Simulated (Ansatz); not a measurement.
**NO2F (nitryl fluoride): methods side by side**

NO2F has 4 atoms, charge 0, and is taken as a singlet. As SMILES, `O=[N+]([O-])F`. Geometry: relaxed at PBE0-D4/def2-TZVP.

Each level gives the atomisation enthalpy at 298 K (kJ/mol). The values are calculated. The thermal term (zero-point and 298 K enthalpy, harmonic and unscaled) is that of PBE0-D4/def2-TZVP; the spin-orbit lowering of the free atoms at 298 K, 2.1 kJ/mol by their spectra, is taken off.

**The experiment to reproduce.** NIST-JANAF tables gives the atomisation enthalpy at 298 K of the gas as 1159 kJ/mol.

```
          level                    kind  program  value (kJ/mol)  computed − measured
   BHLYP/STO-3G           global hybrid   Ansatz             569                 -590
    PBE0/STO-3G           global hybrid   Ansatz             865                 -294
 r2SCAN0/STO-3G         hybrid meta-GGA   Ansatz             724                 -435
   HSE06/STO-3G  range-separated hybrid   Ansatz             870                 -289
   wB97X/STO-3G  range-separated hybrid   Ansatz             802                 -357
     MP2/STO-3G     perturbation theory   Ansatz             336                 -823
    CCSD/STO-3G   coupled cluster or CI   Ansatz             379                 -780
CCSDT(Q)/STO-3G   coupled cluster or CI   Ansatz             431                 -728
     FCI/STO-3G      exact in the basis   Ansatz             431                 -728
```

Nearest: HSE06/STO-3G (-289 kJ/mol); farthest: MP2/STO-3G (-823 kJ/mol). In a finite basis correlated wave-function methods underbind, so their errors here aren't those of the basis-set limit. All rows use very small basis sets, so none should be taken for the real molecule's value.

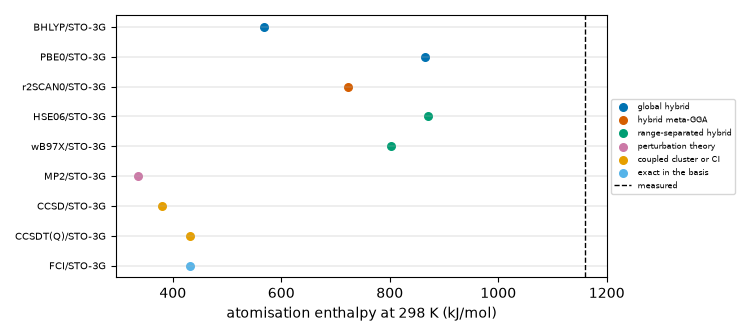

The values of the table, level by level.
